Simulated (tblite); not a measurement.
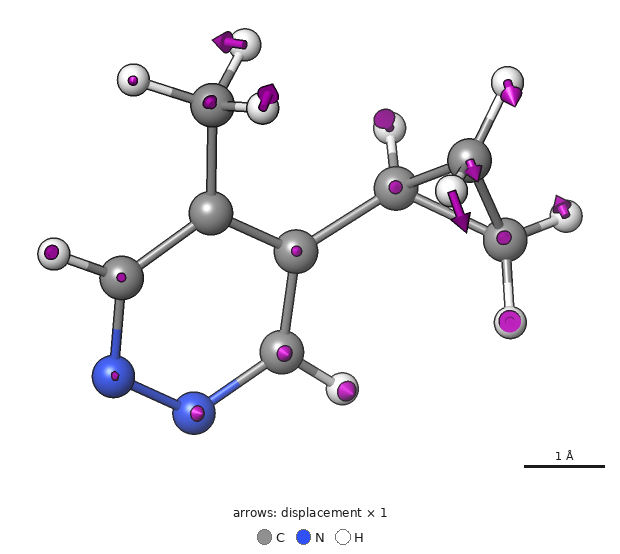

A relaxation of C$_{8}$H$_{10}$N$_{2}$. The starting structure is drawn; purple arrows show the displacements, at their true length. The two geometries are superimposed by the best rigid fit.

A ball-and-stick model, seen at a tilt.

Method: tblite 0.8.0, GFN2-xTB geometry optimisation, gas phase. 

**Atoms of which element are displaced furthest, and by how much?**

Hydrogen: up to 0.58 Å, against 0.32 Å for carbon.

**What happened in the run?**

The energy falls by 20.6 kJ/mol in 96 geometry steps. The atom that moves furthest after the best rigid fit is an H atom (0.58 Å). Largest moves by element: H 0.58 Å, C 0.32 Å, N 0.23 Å. Some distances before and after: C–N 1.364 → 1.317 Å, N–N 1.338 → 1.299 Å, C–C 1.506 → 1.481 Å, C–C 1.521 → 1.498 Å. Bond angles that change, for instance: C–C–C 118.4° → 121.7°, C–C–C 118.9° → 116.1°, C–C–H 115.0° → 112.9°. Groups turn about C–C by about 25°, C–C by about 25°.
